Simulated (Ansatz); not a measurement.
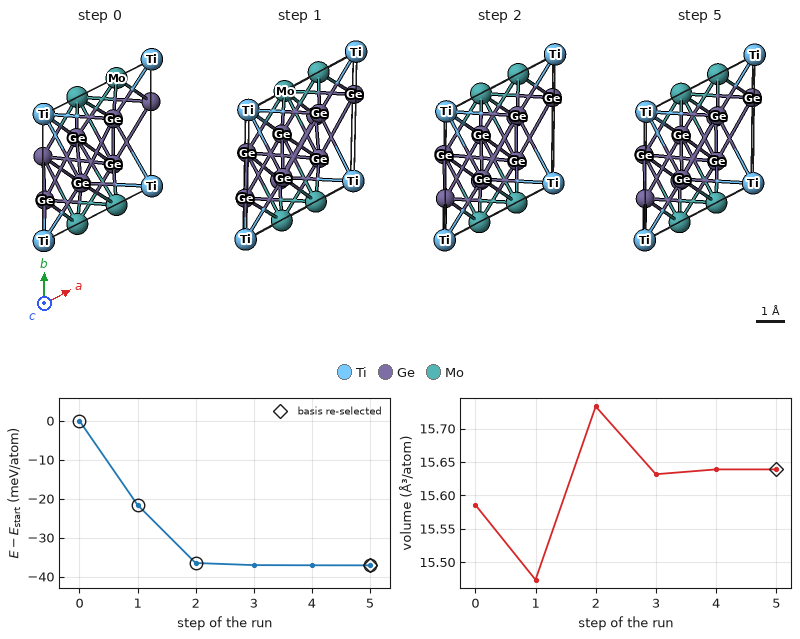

Frames of a relaxation of a crystal of TiGe6Mo2 (a generated structure, set up in P1) (coarse preliminary run), marked on the history of the run. A ball-and-stick model of the cell of the calculation, seen along the c axis.

Computed with Ansatz 0.2.0, DFT PBE, scalar-relativistic, plane waves, PAW.

The input:
```yaml
crystal:
  lattice:
    - [4.6897133213, -0.0648012995, -0.0327978159]
    - [2.2878166567, 4.1511390098, -0.0060887415]
    - [2.2958357433, -0.0148938664, 7.1350014742]
  atoms:
    - { symbol: Ti, position: [0.0091736884, 0.0016731479, -0.015062779] }
    - { symbol: Ge, position: [0.3546150687, 0.3089873417, 1.0015884999] }
    - { symbol: Ge, position: [0.0194152826, 0.3188460041, 0.6660852476] }
    - { symbol: Ge, position: [0.6513242629, 0.3294233534, 0.3411189732] }
    - { symbol: Ge, position: [0.6522215901, 0.6871321775, 0.9975882037] }
    - { symbol: Ge, position: [0.3109961915, 0.6864123782, 0.6687844892] }
    - { symbol: Ge, position: [1.0009995003, 0.6709600608, 0.3328631285] }
    - { symbol: Mo, position: [0.6819143693, 0.9947476224, 0.6679802311] }
    - { symbol: Mo, position: [0.3193400461, 1.0018179142, 0.3390540058] }
basis:
  ecutwfc: 420
kpoints:
  mp_grid: { grid: [6, 6, 6] }
hamiltonian:
  xc: pbe
scf:
  occupations: { method: gaussian, width: 0.2 }
  lower_state_search: "off"
output:
  forces: true
  stress: true
  eigenvalues: true
relax:
  adjacent_minimum: "off"
  f_tol: 0.025
  max_steps: 60
  cell: { stress_tol: 0.25 }
```

Command:
```bash
ansatz run input.yaml --threads 4 --pin off --max-ram 8192MiB --backend cpu --events-out ev --progress --plain --runs-dir out
```

Question: Describe the path.

Answer: The energy falls by 37.1 meV per atom in 4 accepted moves (5 points after the start). Largest force component: 1.3 eV/Å at the start, 0.0042 eV/Å at the end. Pressure: 2.05 GPa at the start and 0.00 GPa at the end. At 1 point the geometry stayed and the basis and grid were re-selected for the new cell (energy shift of less than 0.05 meV per atom at most each time). The atom that moves furthest relative to the cell is Ti1 (0.11 Å along [−2 0 3]). By element the largest moves are Ti 0.11 Å, Ge 0.08 Å, Mo 0.07 Å. Cell: a 4.690 → 4.750 Å (+1.3 %), b 4.740 → 4.805 Å (+1.4 %), c 7.495 → 7.482 Å (−0.2 %), α 81.7° → 81.0°, β 72.6° → 71.5°, γ 61.9° → 60.4°. Volume +0.3 %. Among the contacts that change: Ti1–Ge4 2.902 → 2.735 Å, Ge3–Ge6 2.932 → 2.791 Å, Ge2–Ge5 2.925 → 2.789 Å, Ge6–Mo8 2.606 → 2.735 Å. The space group (tolerance 0.01 Å) goes from P1 (No. 1) to Fmmm (No. 69). Cost: 3.9 min on 4 threads of Arm Neoverse V1 (shared host), peak memory 1.2 GiB. From step 0 to 1: Ti and Ge atoms move most (0.16 Å), volume −0.7 %, energy −21.6 meV per atom. From step 1 to 2: Ge and Mo atoms move most (0.09 Å), volume +1.7 %, energy −14.9 meV per atom. From step 2 to 5: volume −0.6 %, energy −0.6 meV per atom.

```tsv
step	E − E(0), meV/atom	largest force component, eV/Å	pressure, GPa	volume, Å³/atom	note
0	0.00	1.2897	2.05	15.586	
1	-21.58	0.7422	1.80	15.474	
2	-36.48	0.0888	-0.79	15.733	
3	-37.02	0.0550	0.07	15.632	
4	-37.07	0.0042	0.00	15.639	
5	-37.09	0.0042	0.00	15.639	same geometry, new basis
```
